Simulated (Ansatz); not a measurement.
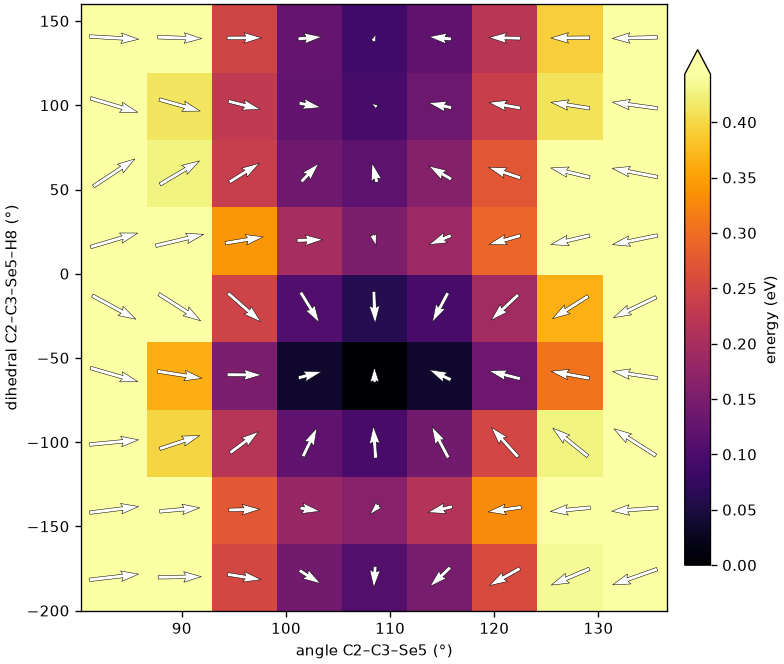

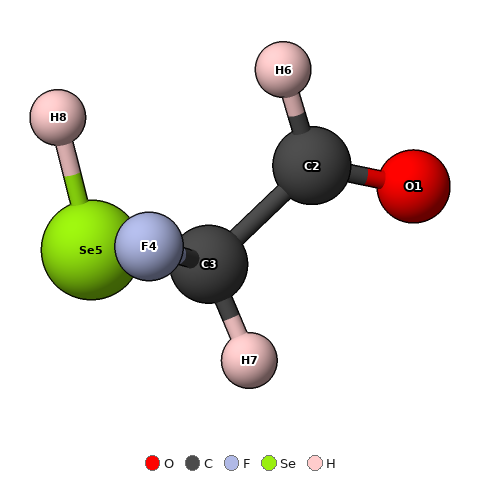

Energy landscape of C2H3FOSe, SMILES O=CC(F)[SeH]. Coordinates scanned: (1) angle C2–C3–Se5; (2) dihedral C2–C3–Se5–H8. Nothing is relaxed (all other coordinates rigid). Grid: 9 × 9 points. Points are written as (first, second). All energies are given in eV relative to the lowest grid point. Energies and slopes of some neighbouring points disagree (a jump in structure or state, or too coarse a mesh). Computed with RKS PBE0-D4/def2-SVP in Ansatz.

Drawn: one coloured cell a grid point, arrows along the force (downhill), their lengths compressed, one colour for all values above the top of the scale. The second picture is the structure at the lowest point.

Q: Where are the lowest and the highest points?

A: The lowest grid point is at (108.5°, −60°). Other grid points that lie below all their neighbours: (108.5°, 140°) (0.09 eV higher). The highest grid point, (83.5°, 20°), lies 1.07 eV above the lowest.

The values on the grid:

```tsv
dihedral C2–C3–Se5–H8 ↓, angle C2–C3–Se5 →	83.5	89.8	96.0	102.3	108.5	114.8	121.0	127.3	133.5
140	0.79	0.46	0.25	0.13	0.09	0.12	0.22	0.39	0.63
100	0.71	0.41	0.23	0.12	0.10	0.13	0.24	0.41	0.65
60	0.74	0.43	0.24	0.14	0.12	0.16	0.27	0.45	0.70
20	1.07	0.61	0.34	0.20	0.15	0.19	0.29	0.47	0.71
−20	0.94	0.50	0.25	0.11	0.06	0.09	0.19	0.36	0.60
−60	0.71	0.36	0.15	0.04	0.00	0.04	0.14	0.31	0.54
−100	0.69	0.40	0.22	0.12	0.10	0.14	0.25	0.43	0.67
−140	0.72	0.45	0.27	0.18	0.16	0.21	0.33	0.51	0.77
−180	0.77	0.45	0.25	0.14	0.11	0.15	0.26	0.44	0.68
```

Each point was launched as `ansatz run input.yaml --threads 1 --pin off --max-ram 2560MiB --backend cpu --events-out ev --progress --plain --runs-dir out`. Time for the 81 points that were run: 9.9 min on 1 thread of Arm Neoverse V2 (shared host).
